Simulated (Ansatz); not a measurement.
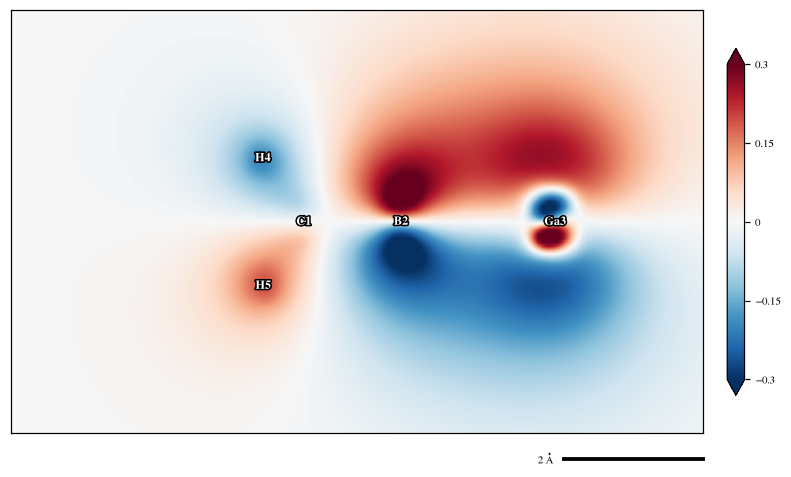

Figure 1: CH₂BGa (SMILES C=[B][Ga]). One frontier orbital on the molecular plane (values in Å⁻³ᐟ²; the overall sign is arbitrary).

Geometry: PBE0-D4/def2-TZVP.

Method: isolated molecule in a Gaussian basis; Kohn-Sham density functional theory, functional PBE0 in Ansatz.

The calculation's input:

```
crystal:
  periodic: [false, false, false]
  atoms:
    - symbol: C
      position_ang: [-0.766349, 1.422150, -0.910290]
    - symbol: B
      position_ang: [-2.060389, 1.929262, -0.825394]
    - symbol: Ga
      position_ang: [-4.126181, 2.740238, -0.695542]
    - symbol: H
      position_ang: [-0.275213, 0.915700, -0.081943]
    - symbol: H
      position_ang: [-0.162848, 1.500408, -1.812398]
basis:
  gaussian: {orbitals: def2-TZVPD}
hamiltonian: {xc: {name: PBE0}}
output: {forces: true, orbitals: {seedname: orbitals}}
```

Launched as:

```sh
ansatz run input.yaml --threads 2 --pin off --max-ram 4350MiB --events-out events.jsonl --progress --plain --runs-dir runs
```

Q: Which orbital is it: HOMO or LUMO?

A: The LUMO, at −2.64 eV. By Hirshfeld shares it lies mainly on Ga3 (about 60 %) and B2 (about 30 %); it is symmetric in the molecular plane (an in-plane orbital: σ, lone-pair or in-plane π type).
